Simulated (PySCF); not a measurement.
# SiNH4 (SMILES [NH][SiH3]): U-wB97X-V/STO-3G

Aim: the vertical doublet–quartet gap of SiNH4 at U-wB97X-V/STO-3G, from 2 runs. Input form: a Python script.

The calculation is run with PySCF 2.14.0.

8 further runs of the same task are left out: 8 set aside as unsound or not needed.

## Step 1: The molecule

SiNH4: 6 atoms, total charge 0, spin state doublet. As SMILES, `[NH][SiH3]`. The shape is that of a PBE0-D4/def2-TZVP optimisation.

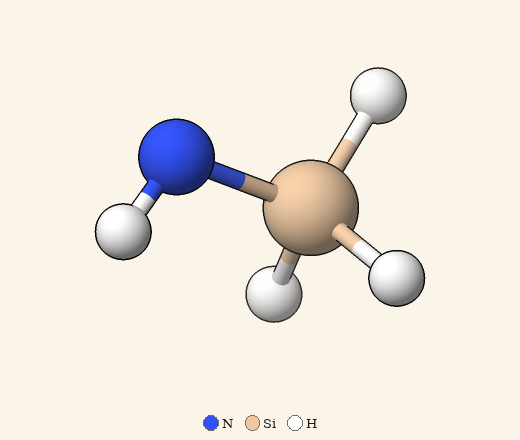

Viewed from a chosen angle; nitrogen blue, silicon light orange, hydrogen white.

## Step 2: A single-point energy at U-wB97X-V/STO-3G

File calc.py:

```python
# [NH][SiH3]
from pyscf import gto, dft

mol = gto.M(
    atom='''
N      0.592100    -0.835200     0.909500
Si    -0.203700     0.347600    -0.110000
H      0.922800    -1.640700     0.372700
H     -1.310600    -0.282300    -0.885500
H      0.789500     0.911800    -1.068900
H     -0.748100     1.434800     0.736200
''',
    verbose=3,
    basis='sto-3g',
    spin=1,
    max_memory=1860,
)

ks = dft.UKS(mol, xc='wb97x-v')
ks.conv_tol = 1e-10
ks.nlcgrids.level = 1
ks.grids.level = 5
ks.kernel()
if not ks.converged:
    ks = ks.newton().run(ks.mo_coeff, ks.mo_occ)

e_final = ks.e_tot
print('E(%s) = %.9f' % ('WB97X-V', e_final))
```

Started as:

```console
$ OMP_NUM_THREADS=1 python calc.py
```

Log:

```text
converged SCF energy = -342.427335927541  <S^2> = 0.7526661  2S+1 = 2.0026643
E(WB97X-V) = -342.427335928
```

Run time: 31 s. Hardware: 1 thread of Intel Xeon Platinum 8375C at 2.90GHz (Ice Lake), shared host; peak memory 0.2 GiB.

## Step 3: The quartet at the same level

File calc.py:

```python
from pyscf import gto, dft

mol = gto.Mole()
mol.atom = '''
N      0.592100    -0.835200     0.909500
Si    -0.203700     0.347600    -0.110000
H      0.922800    -1.640700     0.372700
H     -1.310600    -0.282300    -0.885500
H      0.789500     0.911800    -1.068900
H     -0.748100     1.434800     0.736200
'''
mol.max_memory = 1860
mol.verbose = 4
mol.spin = 3
mol.basis = 'sto-3g'
mol.build()

mf = dft.UKS(mol)
mf.xc = 'wb97x-v'
mf.nlcgrids.level = 1
mf.conv_tol = 1e-10
mf.grids.level = 5
mf.kernel()
if not mf.converged:
    mf = mf.newton().run(mf.mo_coeff, mf.mo_occ)

energy = mf.e_tot
print('E(%s) = %.9f' % ('WB97X-V', energy))
```

Started as:

```console
$ OMP_NUM_THREADS=1 python calc.py
```

Log:

```text
PySCF version 2.14.0

[INPUT] num. atoms = 6
[INPUT] num. electrons = 25
[INPUT] charge = 0
[INPUT] spin (= nelec alpha-beta = 2S) = 3
[INPUT] symmetry False subgroup None
[INPUT] Mole.unit = angstrom
[INPUT] Symbol           X                Y                Z      unit          X                Y                Z       unit  Magmom
[INPUT]  1 N      0.592100000000  -0.835200000000   0.909500000000 AA    1.118906838355  -1.578299259237   1.718705910292 Bohr   0.0
[INPUT]  2 Si    -0.203700000000   0.347600000000  -0.110000000000 AA   -0.384937211574   0.656868800899  -0.207869873702 Bohr   0.0
[INPUT]  3 H      0.922800000000  -1.640700000000   0.372700000000 AA    1.743839267749  -3.100473652574   0.704300926625 Bohr   0.0
[INPUT]  4 H     -1.310600000000  -0.282300000000  -0.885500000000 AA   -2.476675058855  -0.533469684965  -1.673352483302 Bohr   0.0
[INPUT]  5 H      0.789500000000   0.911800000000  -1.068900000000 AA    1.491938775344   1.723052280378  -2.019928254548 Bohr   0.0
[INPUT]  6 H     -0.748100000000   1.434800000000   0.736200000000 AA   -1.413704113787   2.711379043526   1.391216372905 Bohr   0.0

nuclear repulsion = 56.6744251402679
number of shells = 12
number of NR pGTOs = 54
number of NR cGTOs = 18
basis = sto-3g
ecp = {}

******** <class 'pyscf.dft.uks.UKS'> ********
method = UKS
initial guess = minao
damping factor = 0
level_shift factor = 0
DIIS = <class 'pyscf.scf.diis.CDIIS'>
diis_start_cycle = 1
diis_space = 8
diis_damp = 0
SCF conv_tol = 1e-10
SCF conv_tol_grad = None
SCF max_cycles = 50
direct_scf = True
direct_scf_tol = 1e-13
number electrons alpha = 14  beta = 11
XC library pyscf.dft.libxc version 7.0.0
    S. Lehtola, C. Steigemann, M. J.T. Oliveira, and M. A.L. Marques.,  SoftwareX 7, 1–5 (2018)
XC functionals = wb97x-v
    N. Mardirossian and M. Head-Gordon.,  Phys. Chem. Chem. Phys. 16, 9904-9924 (2014)
radial grids:
    Treutler-Ahlrichs [JCP 102, 346 (1995); DOI:10.1063/1.469408] (M4) radial grids

becke partition: Becke, JCP 88, 2547 (1988); DOI:10.1063/1.454033
pruning grids: <function nwchem_prune>
grids dens level: 5
symmetrized grids: False
atomic radii adjust function: <function treutler_atomic_radii_adjust>
** Following is NLC and NLC Grids **
NLC functional = wb97x-v
radial grids:
    Treutler-Ahlrichs [JCP 102, 346 (1995); DOI:10.1063/1.469408] (M4) radial grids

becke partition: Becke, JCP 88, 2547 (1988); DOI:10.1063/1.454033
pruning grids: <function nwchem_prune>
grids dens level: 1
symmetrized grids: False
atomic radii adjust function: <function treutler_atomic_radii_adjust>
small_rho_cutoff = 0
Set gradient conv threshold to 1e-05
tot grids = 179832
tot grids = 21424
init E= -342.02264030898
[... the frontier-level lines of each cycle are left out ...]


cycle= 1 E= -342.020064765027  delta_E= 0.00258  |g|= 0.124  |ddm|= 3.12


cycle= 2 E= -342.04571048475  delta_E= -0.0256  |g|= 0.057  |ddm|= 0.538


cycle= 3 E= -342.052624521029  delta_E= -0.00691  |g|= 0.0303  |ddm|= 0.34


cycle= 4 E= -342.057887679172  delta_E= -0.00526  |g|= 0.0198  |ddm|= 0.377


cycle= 5 E= -342.060820499822  delta_E= -0.00293  |g|= 0.0106  |ddm|= 0.371


cycle= 6 E= -342.061673736598  delta_E= -0.000853  |g|= 0.00271  |ddm|= 0.273


cycle= 7 E= -342.061702625068  delta_E= -2.89e-05  |g|= 0.000708  |ddm|= 0.0421


cycle= 8 E= -342.061704339728  delta_E= -1.71e-06  |g|= 0.000258  |ddm|= 0.011


cycle= 9 E= -342.061704678996  delta_E= -3.39e-07  |g|= 0.000116  |ddm|= 0.00267


cycle= 10 E= -342.061704777005  delta_E= -9.8e-08  |g|= 4.32e-05  |ddm|= 0.00209


cycle= 11 E= -342.061704789938  delta_E= -1.29e-08  |g|= 1.74e-05  |ddm|= 0.000876


cycle= 12 E= -342.06170479179  delta_E= -1.85e-09  |g|= 8.05e-06  |ddm|= 0.000298


cycle= 13 E= -342.061704792152  delta_E= -3.61e-10  |g|= 3.38e-06  |ddm|= 0.000129


cycle= 14 E= -342.061704792218  delta_E= -6.61e-11  |g|= 7.61e-07  |ddm|= 6.09e-05


Extra cycle  E= -342.061704792219  delta_E= -1.59e-12  |g|= 4.44e-07  |ddm|= 4.07e-06
converged SCF energy = -342.061704792219  <S^2> = 3.7518152  2S+1 = 4.0009075
E(WB97X-V) = -342.061704792
```

Run time: 34 s. Hardware: 1 thread of Intel Xeon Platinum 8375C at 2.90GHz (Ice Lake), shared host; peak memory 0.2 GiB.

## Step 4: Summary of results

Level: U-wB97X-V/STO-3G.

| quantity | value |
| --- | --- |
| doublet: total energy | -342.42734 Eh |
| doublet: dipole moment | 1.53 D |
| doublet: HOMO energy (highest over α and β) | -6.73 eV |
| doublet: LUMO energy (lowest over α and β) | 3.64 eV |
| doublet: ⟨S²⟩ | 0.753 |
| quartet: total energy | -342.06170 Eh |
| quartet: dipole moment | 2.12 D |
| quartet: ⟨S²⟩ | 3.752 |
| vertical energy of the quartet above the doublet | 9.949 eV |

**Reading.** At this shape the quartet lies 9.95 eV (960 kJ/mol) above the doublet. In a minimal basis such a difference can be off by several eV, whatever the method. Mulliken charges (doublet) run from -0.39 on N1 to +0.64 on Si2. Mulliken charges (quartet) run from -0.16 on H6 to +0.38 on Si2; they depend strongly on the basis.
